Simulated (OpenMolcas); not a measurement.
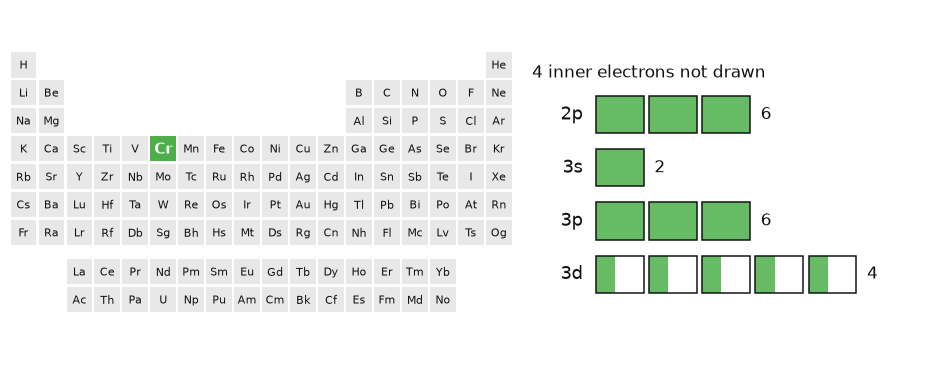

Left, the place of chromium in the periodic table; right, the outer shells of the leading configuration of the lowest level: a box for each of the 2l + 1 orbitals, shaded by the share of the shell that is filled, with the electron count at the right.

## Multiconfigurational calculation: Cr²⁺ complex (part 1 of 2)

Cr²⁺ with 6 ligands (Br; octahedron, 2.818 Å), embedded in CsCaBr3 by model potentials and point charges, whose field is part of the energies. Computed at this level: state-averaged CASSCF, active space 4 electrons in the shell 3d, basis ANO-RCC-VDZP on the metal and ANO-RCC-VDZP on the ligands, DKH2 scalar Hamiltonian, spin-orbit coupling by RASSI with atomic mean-field integrals (OpenMolcas).

## The program's output (extracts)
```
--- SEWARD ---
Basis set label: CR.ANO-RCC...5S4P2D1F.

      Electronic valence basis set:
      ------------------
      Associated Effective Charge  24.000000 au
      Associated Actual Charge     24.000000 au
      Nuclear Model: Point charge

      Shell  nPrim  nBasis  Cartesian Spherical Contaminant
         s      21       5        X
         p      15       4        X
         d      10       2                 X
         f       6       1                 X
                  Relativistic Douglas-Kroll-Hess integrals:
                    - DKH order of Hamiltonian: 2
                    - DKH order of Properties : 0
                  Atomic mean-field integrals
--- RASSCF ---
Wave function specifications:
      -----------------------------

      Number of closed shell electrons         234
      Number of electrons in active shells       4
      Max number of holes in RAS1 space          0
      Max nr of electrons in RAS3 space          0
      Number of inactive orbitals              117
      Number of active orbitals                  5
      Number of secondary orbitals              98
      Spin quantum number                      2.0
      State symmetry                             1
Orbital specifications:
      -----------------------

      Symmetry species                           1   2
                                                ag  au
      Frozen orbitals                            0   0
      Inactive orbitals                         57  60
      Active orbitals                            5   0
      RAS1 orbitals                              0   0
      RAS2 orbitals                              5   0
      RAS3 orbitals                              0   0
      Secondary orbitals                        46  52
      Deleted orbitals                           0   0
      Number of basis functions                108 112
      Number of CSFs                             5
      Number of root(s) required                 5
      Iter CI   SX   CI       RASSCF       Energy    max ROT     max BLB   max BLB  Level Ln srch  Step   QN
          iter iter root      energy       change     param      element    value   shift minimum  type update
 Nr of preliminary CI iterations:   1
      Total energies have been shifted. Add               -16000.00 au
        1   1   16    0  -676.85226329    0.00E+00  -6.33E-02   52  97 1  2.86E-01*  0.93   0.00    SX    NO
        2   1   17    0  -677.20326496   -3.51E-01* -2.96E-02   52  97 1  1.08E-01*  0.74   0.00    SX    NO
        3   1   16    0  -677.27651809   -7.33E-02* -1.59E-02   13  61 2  3.96E-02*  0.73   0.00    SX    NO
        4   1   14    0  -677.28968420   -1.32E-02* -7.49E-03   13  61 2  2.06E-02*  0.75   0.00    SX    NO
        5   1   14    0  -677.29252655   -2.84E-03* -7.18E-03   55  63 2  1.18E-02*  0.75   2.01    LS   YES
        6   1   13    0  -677.29348559   -9.59E-04* -2.09E-03    4  71 2 -4.92E-03*  0.76   1.05    QN   YES
        7   1   12    0  -677.29367236   -1.87E-04* -2.20E-03   10  63 1  2.37E-03*  0.76   2.07    LS   YES
        8   1   12    0  -677.29373878   -6.64E-05* -6.91E-04    6  73 2  3.01E-03*  0.76   1.00    QN   YES
        9   1   11    0  -677.29375959   -2.08E-05* -3.68E-04   55 101 2  4.98E-04*  0.76   1.23    QN   YES
       10   1   10    0  -677.29376471   -5.12E-06* -1.50E-04    1  71 2  1.93E-04*  0.76   1.41    LS   YES
       11   1   10    0  -677.29376511   -4.01E-07* -7.27E-05   52 100 1 -3.18E-04*  0.76   0.92    QN   YES
       12   1    9    0  -677.29376564   -5.27E-07* -3.29E-05   52 100 1 -9.95E-05   0.76   1.45    LS   YES
       13   1    8    0  -677.29376569   -5.35E-08* -2.78E-05   55 101 2 -7.72E-05   0.76   0.99    QN   YES
       14   1    7    0  -677.29376572   -3.46E-08* -1.50E-05   55 101 2 -2.42E-05   0.76   1.69    QN   YES
       15   1    6    0  -677.29376573   -5.12E-09  -2.25E-05   52  60 1  4.97E-06   0.76   2.50    LS   YES
      Convergence after 15 iterations
       16   1    6    0  -677.29376572    1.27E-08* -2.25E-05   55 101 2  4.47E-05   0.76   2.50    LS   YES
      Natural orbitals and occupation numbers for root  1
      sym 1:   1.000000   1.000000   1.000000   1.000000   0.000000
      Natural orbitals and occupation numbers for root  2
      sym 1:   1.000000   1.000000   0.000000   1.000000   1.000000
      Natural orbitals and occupation numbers for root  3
      sym 1:   1.000000   1.000000   1.000000  -0.000000   1.000000
::    RASSCF root number  1 Total energy: -16677.30374769
::    RASSCF root number  2 Total energy: -16677.30374769
::    RASSCF root number  3 Total energy: -16677.28711107
::    RASSCF root number  4 Total energy: -16677.28711107
::    RASSCF root number  5 Total energy: -16677.28711107
--- RASSCF ---
Wave function specifications:
      -----------------------------

      Number of closed shell electrons         234
      Number of electrons in active shells       4
      Max number of holes in RAS1 space          0
      Max nr of electrons in RAS3 space          0
      Number of inactive orbitals              117
      Number of active orbitals                  5
      Number of secondary orbitals              98
      Spin quantum number                      1.0
      State symmetry                             1
Orbital specifications:
      -----------------------

      Symmetry species                           1   2
                                                ag  au
      Frozen orbitals                            0   0
      Inactive orbitals                         57  60
      Active orbitals                            5   0
      RAS1 orbitals                              0   0
      RAS2 orbitals                              5   0
      RAS3 orbitals                              0   0
      Secondary orbitals                        46  52
      Deleted orbitals                           0   0
      Number of basis functions                108 112
      Number of CSFs                            45
      Number of root(s) required                45
      Iter CI   SX   CI       RASSCF       Energy    max ROT     max BLB   max BLB  Level Ln srch  Step   QN
          iter iter root      energy       change     param      element    value   shift minimum  type update
 Nr of preliminary CI iterations:   1
      Total energies have been shifted. Add               -16000.00 au
        1   1    9    0  -677.16141655    0.00E+00  -1.20E-02   58  64 1 -1.75E-02*  0.75   0.00    SX    NO
        2   1    9    0  -677.16275806   -1.34E-03*  4.20E-03   47  73 2 -1.32E-02*  0.74   0.00    SX    NO
        3   1    8    0  -677.16303739   -2.79E-04* -2.19E-03   50  62 1 -2.88E-03*  0.74   0.00    SX    NO
        4   1    8    0  -677.16311059   -7.32E-05* -1.48E-03   50  62 1 -1.93E-03*  0.74   0.00    SX    NO
        5   1    7    0  -677.16313308   -2.25E-05* -1.85E-03   50  62 1 -1.13E-03*  0.74   2.26    LS   YES
        6   1    8    0  -677.16314286   -9.78E-06* -2.60E-04   47  73 2  1.40E-03*  0.74   0.98    QN   YES
        7   1    7    0  -677.16314427   -1.41E-06*  9.07E-05   58  64 1  1.72E-04*  0.74   0.93    QN   YES
        8   1    6    0  -677.16314443   -1.65E-07*  1.36E-04   58  64 1  5.28E-05   0.74   2.50    LS   YES
        9   1    6    0  -677.16314442    1.78E-08*  5.23E-05   58  64 1 -1.25E-04*  0.74   0.45    LS   YES
       10   1    6    0  -677.16314447   -5.01E-08* -3.38E-05   47  73 2  6.20E-05   0.74   1.41    QN   YES
       11   1    5    0  -677.16314448   -1.65E-08*  1.31E-05   49  63 1 -2.51E-05   0.74   1.26    QN   YES
       12   1    5    0  -677.16314449   -2.74E-09   8.39E-06   49  63 1 -1.03E-05   0.74   1.43    QN   YES
      Convergence after 12 iterations
       13   1    5    0  -677.16314449   -3.20E-10   8.39E-06   47  63 2  2.22E-06   0.74   1.43    QN   YES
      Natural orbitals and occupation numbers for root  1
      sym 1:   1.718647   0.999350   0.212490   0.999189   0.070324
      Natural orbitals and occupation numbers for root  2
      sym 1:   1.718648   0.999349   0.070325   0.999189   0.212489
      Natural orbitals and occupation numbers for root  3
      sym 1:   0.999177   0.070363   0.999335   1.718740   0.212385
::    RASSCF root number  1 Total energy: -16677.22607085
::    RASSCF root number  2 Total energy: -16677.22607085
::    RASSCF root number  3 Total energy: -16677.22607085
::    RASSCF root number  4 Total energy: -16677.21641817
::    RASSCF root number  5 Total energy: -16677.21641817
::    RASSCF root number  6 Total energy: -16677.21109060
::    RASSCF root number  7 Total energy: -16677.21109060
::    RASSCF root number  8 Total energy: -16677.21109060
::    RASSCF root number  9 Total energy: -16677.21013058
::    RASSCF root number 10 Total energy: -16677.21013058
::    RASSCF root number 11 Total energy: -16677.21013058
::    RASSCF root number 12 Total energy: -16677.20293076
::    RASSCF root number 13 Total energy: -16677.19810773
::    RASSCF root number 14 Total energy: -16677.19810773
::    RASSCF root number 15 Total energy: -16677.19810773
::    RASSCF root number 16 Total energy: -16677.19635739
::    RASSCF root number 17 Total energy: -16677.19373295
::    RASSCF root number 18 Total energy: -16677.19373295
::    RASSCF root number 19 Total energy: -16677.19373295
::    RASSCF root number 20 Total energy: -16677.18833352
::    RASSCF root number 21 Total energy: -16677.18833352
::    RASSCF root number 22 Total energy: -16677.18620265
::    RASSCF root number 23 Total energy: -16677.18620265
::    RASSCF root number 24 Total energy: -16677.18620265
::    RASSCF root number 25 Total energy: -16677.17886137
::    RASSCF root number 26 Total energy: -16677.17886137
::    RASSCF root number 27 Total energy: -16677.17886137
::    RASSCF root number 28 Total energy: -16677.17509183
::    RASSCF root number 29 Total energy: -16677.17509183
::    RASSCF root number 30 Total energy: -16677.17509183
--- RASSCF ---
Wave function specifications:
      -----------------------------

      Number of closed shell electrons         234
      Number of electrons in active shells       4
      Max number of holes in RAS1 space          0
      Max nr of electrons in RAS3 space          0
      Number of inactive orbitals              117
      Number of active orbitals                  5
      Number of secondary orbitals              98
      Spin quantum number                      0.0
      State symmetry                             1
Orbital specifications:
      -----------------------

      Symmetry species                           1   2
                                                ag  au
      Frozen orbitals                            0   0
      Inactive orbitals                         57  60
      Active orbitals                            5   0
      RAS1 orbitals                              0   0
      RAS2 orbitals                              5   0
      RAS3 orbitals                              0   0
      Secondary orbitals                        46  52
      Deleted orbitals                           0   0
      Number of basis functions                108 112
      Number of CSFs                            50
      Number of root(s) required                50
      Iter CI   SX   CI       RASSCF       Energy    max ROT     max BLB   max BLB  Level Ln srch  Step   QN
          iter iter root      energy       change     param      element    value   shift minimum  type update
 Nr of preliminary CI iterations:   1
      Total energies have been shifted. Add               -16000.00 au
        1   1    9    0  -677.09871287    0.00E+00  -5.84E-03   58  64 1 -8.48E-03*  0.74   0.00    SX    NO
        2   1    8    0  -677.09905453   -3.42E-04*  2.32E-03   47  73 2 -6.45E-03*  0.73   0.00    SX    NO
        3   1    8    0  -677.09913221   -7.77E-05* -1.24E-03   50  62 1 -1.61E-03*  0.73   0.00    SX    NO
        4   1    7    0  -677.09915442   -2.22E-05* -8.57E-04   50  62 1 -1.11E-03*  0.73   0.00    SX    NO
        5   1    7    0  -677.09916181   -7.39E-06* -1.26E-03   50  62 1 -6.62E-04*  0.73   2.48    LS   YES
        6   1    7    0  -677.09916537   -3.56E-06*  1.21E-04   47  73 2  9.14E-04*  0.73   0.91    QN   YES
        7   1    6    0  -677.09916590   -5.31E-07* -5.91E-05   58  64 1  1.03E-04*  0.73   0.91    QN   YES
        8   1    6    0  -677.09916596   -6.01E-08* -8.85E-05   49  63 1 -4.66E-05   0.73   2.50    LS   YES
        9   1    6    0  -677.09916595    1.14E-08* -3.62E-05   58  64 1 -8.49E-05   0.73   0.42    LS   YES
       10   1    6    0  -677.09916597   -2.11E-08*  2.54E-05   47  73 2  4.47E-05   0.73   1.42    QN   YES
       11   1    5    0  -677.09916598   -8.24E-09   1.14E-05   49  63 1 -2.16E-05   0.73   1.23    QN   YES
      Convergence after 11 iterations
       12   1    5    0  -677.09916598   -1.28E-09   1.14E-05   49  63 1 -9.69E-06   0.73   1.23    QN   YES
      Natural orbitals and occupation numbers for root  1
      sym 1:   1.669854   0.124134   0.995257   0.992044   0.218710
      Natural orbitals and occupation numbers for root  2
      sym 1:   1.676610   0.983194   0.213101   1.003404   0.123691
      Natural orbitals and occupation numbers for root  3
      sym 1:   1.676579   0.123691   1.002533   0.984059   0.213138
::    RASSCF root number  1 Total energy: -16677.18329375
::    RASSCF root number  2 Total energy: -16677.18329375
::    RASSCF root number  3 Total energy: -16677.18329375
::    RASSCF root number  4 Total energy: -16677.18234413
::    RASSCF root number  5 Total energy: -16677.18234413
::    RASSCF root number  6 Total energy: -16677.17356813
::    RASSCF root number  7 Total energy: -16677.17147045
::    RASSCF root number  8 Total energy: -16677.17147045
::    RASSCF root number  9 Total energy: -16677.17147045
::    RASSCF root number 10 Total energy: -16677.17119556
::    RASSCF root number 11 Total energy: -16677.16805834
::    RASSCF root number 12 Total energy: -16677.16805834
::    RASSCF root number 13 Total energy: -16677.16805834
::    RASSCF root number 14 Total energy: -16677.15786799
::    RASSCF root number 15 Total energy: -16677.15786799
::    RASSCF root number 16 Total energy: -16677.15786799
::    RASSCF root number 17 Total energy: -16677.15521273
::    RASSCF root number 18 Total energy: -16677.15521273
::    RASSCF root number 19 Total energy: -16677.14467494
::    RASSCF root number 20 Total energy: -16677.14153919
::    RASSCF root number 21 Total energy: -16677.14153919
::    RASSCF root number 22 Total energy: -16677.14153919
::    RASSCF root number 23 Total energy: -16677.13692813
::    RASSCF root number 24 Total energy: -16677.13692813
::    RASSCF root number 25 Total energy: -16677.12137784
::    RASSCF root number 26 Total energy: -16677.11923390
::    RASSCF root number 27 Total energy: -16677.11923390
::    RASSCF root number 28 Total energy: -16677.11923390
::    RASSCF root number 29 Total energy: -16677.10119309
::    RASSCF root number 30 Total energy: -16677.10119309
```

(Continued in part 2.) Outcome of the run: converged.
